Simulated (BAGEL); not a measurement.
**InH2OF (SMILES [OH][InH][F]): a chain of runs**

Wanted: a single-point energy (HF/ANO-RCC-VDZP), then the energy (NEVPT2(2,2)/ANO-RCC-VDZP) of InH2OF. 

The results are computed with BAGEL 1.2.2.

2 further runs of the same task are left out: 2 set aside as unsound or not needed.

## (1) Starting point

InH2OF has 5 atoms, charge 0, and is taken as a singlet. As SMILES, `[OH][InH][F]`. The In2–H5 distance was set to 2.706 Å, away from the relaxed value. At this shape a bond of the SMILES string is far longer than usual.

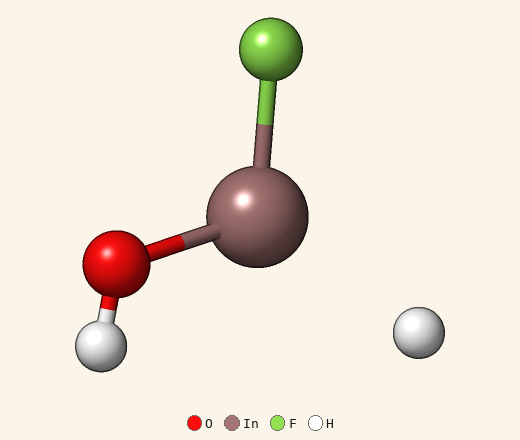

Viewed from a chosen angle; oxygen red, indium brown, fluorine green, hydrogen white.

## (2) A single-point energy at HF/ANO-RCC-VDZP (DKH2, density fitting with AutoAux) (run 1)

input.json reads:

```json
{ "bagel": [

{
  "title": "molecule",
  "basis": "ano-rcc-vdzp.json",
  "df_basis": "ano-rcc-vdzp-autoaux.json",
  "dkh": "true",
  "geometry": [
    { "atom": "O", "xyz": [ -3.44783366, -2.25478531, -1.31811043 ] },
    { "atom": "In", "xyz": [ -0.12267157, -1.52081568,  0.16985992 ] },
    { "atom": "F", "xyz": [  1.21109713, -4.72805886,  1.36322197 ] },
    { "atom": "H", "xyz": [ -4.29008459, -0.78892475, -1.97630204 ] },
    { "atom": "H", "xyz": [  2.62388472,  2.74898459,  0.77516566 ] }
  ]
},
{
  "title": "hf",
  "charge": 0
},
{
  "title": "print",
  "file": "orbitals.molden",
  "orbitals": "true"
}

]}
```

The basis set ANO-RCC-VDZP is read from a file made from the Basis Set Exchange's data (not shown).

Launch:

```sh
$ BAGEL_NUM_THREADS=1 BAGEL input.json > input.out
```

The program printed:

```text
* using 1 threads per process

  ===============================================================
  ===============================================================

  *** Geometry ***

  { "atom" : "O", "xyz" : [     -3.447834,     -2.254785,     -1.318110 ] },
  { "atom" : "In", "xyz" : [     -0.122672,     -1.520816,      0.169860 ] },
  { "atom" : "F", "xyz" : [      1.211097,     -4.728059,      1.363222 ] },
  { "atom" : "H", "xyz" : [     -4.290085,     -0.788925,     -1.976302 ] },
  { "atom" : "H", "xyz" : [      2.623885,      2.748985,      0.775166 ] },

  Number of auxiliary basis functions:      948

  Since a DF basis is specified, we compute 2- and 3-index integrals:
    o Being stored without compression. Storage requirement is 0.050 GB

  Number of basis functions:       81
  Number of electrons      :       68

    * METHOD: MOLECULE                             2.53

  *** RHF ***

  === Nuclear Repulsion ===
   265.5240229354

      * DIIS with orbital gradients will be used.

  === RHF iteration (ano-rcc-vdzp.json) ===
      0      -6052.13902623          0.03214502           0.40
      1      -6052.11429801          0.03559914           0.38
      2      -6052.66886151          0.00303223           0.38
      3      -6052.67448629          0.00157811           0.38
      4      -6052.67606010          0.00033110           0.38
      5      -6052.67616447          0.00013333           0.38
      6      -6052.67617904          0.00003874           0.38
      7      -6052.67618111          0.00001130           0.38
      8      -6052.67618128          0.00000445           0.38
      9      -6052.67618130          0.00000124           0.38
     10      -6052.67618130          0.00000052           0.38
     11      -6052.67618130          0.00000025           0.38
     12      -6052.67618130          0.00000011           0.38
     13      -6052.67618130          0.00000004           0.38
     14      -6052.67618130          0.00000002           0.38
     15      -6052.67618130          0.00000001           0.38
    * SCF iteration converged.

    * Permanent dipole moment:
           (    0.319932,    -1.409741,     0.395419) a.u.

    * METHOD: HF                                   8.19

    * METHOD: PRINT                                0.02

  ===============================================================
```

Run time: 11 s. Hardware: 1 thread of Arm Neoverse N1, shared host; peak memory 0.21 GiB.

## (3) A single-point energy at NEVPT2(2,2)/ANO-RCC-VDZP (DKH2, density fitting with AutoAux) (run 2)

input.json reads:

```json
{ "bagel" : [

{
  "title" : "molecule",
  "basis" : "ano-rcc-vdzp.json",
  "df_basis" : "ano-rcc-vdzp-autoaux.json",
  "angstrom" : "false",
  "dkh" : "true",
  "geometry" : [
    { "atom" : "O", "xyz" : [ -3.44783366, -2.25478531, -1.31811043 ] },
    { "atom" : "In", "xyz" : [ -0.12267157, -1.52081568,  0.16985992 ] },
    { "atom" : "F", "xyz" : [  1.21109713, -4.72805886,  1.36322197 ] },
    { "atom" : "H", "xyz" : [ -4.29008459, -0.78892475, -1.97630204 ] },
    { "atom" : "H", "xyz" : [  2.62388472,  2.74898459,  0.77516566 ] }
  ]
},
{
  "title" : "hf"
},
{
  "title" : "casscf",
  "nstate" : 1,
  "nact" : 2,
  "nclosed" : 33,
  "active" : [34, 39],
  "maxiter" : 200,
  "natocc" : "true"
},
{
  "title" : "nevpt2",
  "nstate" : 1,
  "nact" : 2,
  "nclosed" : 33,
  "active" : [34, 39],
  "maxiter" : 200,
  "natocc" : "true",
  "ncore" : 20
},
{
  "title" : "print",
  "file" : "orbitals.molden",
  "orbitals" : "true"
}

]}
```

The basis set ANO-RCC-VDZP is read from a file made from the Basis Set Exchange's data (not shown).

Launch:

```sh
$ BAGEL_NUM_THREADS=1 BAGEL input.json > input.out
```

The program printed:

```text
* using 1 threads per process

  ===============================================================
  ===============================================================

  *** Geometry ***

  { "atom" : "O", "xyz" : [     -3.447834,     -2.254785,     -1.318110 ] },
  { "atom" : "In", "xyz" : [     -0.122672,     -1.520816,      0.169860 ] },
  { "atom" : "F", "xyz" : [      1.211097,     -4.728059,      1.363222 ] },
  { "atom" : "H", "xyz" : [     -4.290085,     -0.788925,     -1.976302 ] },
  { "atom" : "H", "xyz" : [      2.623885,      2.748985,      0.775166 ] },

  Number of auxiliary basis functions:      948

  Since a DF basis is specified, we compute 2- and 3-index integrals:
    o Being stored without compression. Storage requirement is 0.050 GB

  Number of basis functions:       81
  Number of electrons      :       68

    * METHOD: MOLECULE                             2.53

  *** RHF ***

  === Nuclear Repulsion ===
   265.5240229354

      * DIIS with orbital gradients will be used.

  === RHF iteration (ano-rcc-vdzp.json) ===
      0      -6052.13902623          0.03214502           0.40
      1      -6052.11429801          0.03559914           0.38
      2      -6052.66886151          0.00303223           0.38
      3      -6052.67448629          0.00157811           0.38
      4      -6052.67606010          0.00033110           0.38
      5      -6052.67616447          0.00013333           0.38
      6      -6052.67617904          0.00003874           0.38
      7      -6052.67618111          0.00001130           0.38
      8      -6052.67618128          0.00000445           0.38
      9      -6052.67618130          0.00000124           0.38
     10      -6052.67618130          0.00000052           0.38
     11      -6052.67618130          0.00000025           0.38
     12      -6052.67618130          0.00000011           0.38
     13      -6052.67618130          0.00000004           0.38
     14      -6052.67618130          0.00000002           0.38
     15      -6052.67618130          0.00000001           0.38
    * SCF iteration converged.

    * Permanent dipole moment:
           (    0.319932,    -1.409741,     0.395419) a.u.

    * METHOD: HF                                   8.18

  ---------------------------
      CASSCF calculation
  ---------------------------

    ==== Active orbitals : =====
         Orbital 34
         Orbital 39
    ============================

    * nstate   :      1
    * nclosed  :     33
    * nact     :      2
    * nvirt    :     46
  === CASSCF iteration (ano-rcc-vdzp.json) ===

    * Using the second-order algorithm

      0  0     -6052.67641597     5.51e-05      0.14

      1  0     -6052.67883501     4.32e-04      1.48

      2  0     -6052.71115173     1.93e-03      1.65

      3  0     -6052.72105875     9.25e-04      1.76

      4  0     -6052.72186733     3.03e-04      1.72

      5  0     -6052.72193294     9.14e-05      1.76

      6  0     -6052.72193836     2.65e-05      1.80

      7  0     -6052.72193880     7.60e-06      1.78

      8  0     -6052.72193884     2.18e-06      1.83

      9  0     -6052.72193884     6.23e-07      1.83

     10  0     -6052.72193884     1.79e-07      1.71

     11  0     -6052.72193884     5.11e-08      1.69

     12  0     -6052.72193884     1.46e-08      1.51

     13  0     -6052.72193884     4.19e-09      1.42

    * Second-order optimization converged. *

     guess   0:   closed 1.                   open ..

  === FCI iteration ===

      0  0     -6052.67251087     6.86e-02      0.00
      1  0     -6052.72192845     9.46e-04      0.00
      2  0 *   -6052.72193884     6.71e-16      0.00

     * ci vector, state   0, <S^2> = 0.0000
       2.     0.9408565431
       .2    -0.3388052026

    * METHOD: CASSCF                              23.86

    * freezing 20 orbitals

  === DF-NEVPT2 calculation ===

    * 3-index integral transformation done
    * assembly done

      NEVPT2 correlation energy:   -0.8245633122      0.22

          (+0)     -0.7294633545
          (+0)'    -0.0363608982
          (+1)     -0.0191817763
          (+1)'    -0.0043883969
          (+2)     -0.0002805382
          (-1)     -0.0275967363
          (-1)'    -0.0045362690
          (-2)     -0.0027553427

      NEVPT2 total energy:       -6053.5465021554

    * METHOD: NEVPT2                               0.82

    * METHOD: PRINT                                0.02

  ===============================================================
```

Run time: 36 s. Hardware: 1 thread of Arm Neoverse N1, shared host; peak memory 0.24 GiB.

## (4) Results

| quantity | value |
| --- | --- |
| run 1, HF/ANO-RCC-VDZP: total energy | -6052.67618 Eh |
| run 1, HF/ANO-RCC-VDZP: dipole moment | 3.81 D |
| run 1, HF/ANO-RCC-VDZP: HOMO energy | -10.42 eV |
| run 1, HF/ANO-RCC-VDZP: LUMO energy | -1.07 eV |
| run 1, HF/ANO-RCC-VDZP: HOMO–LUMO gap | 9.35 eV |
| run 2, NEVPT2(2,2)/ANO-RCC-VDZP: total energy | -6053.54650 Eh |
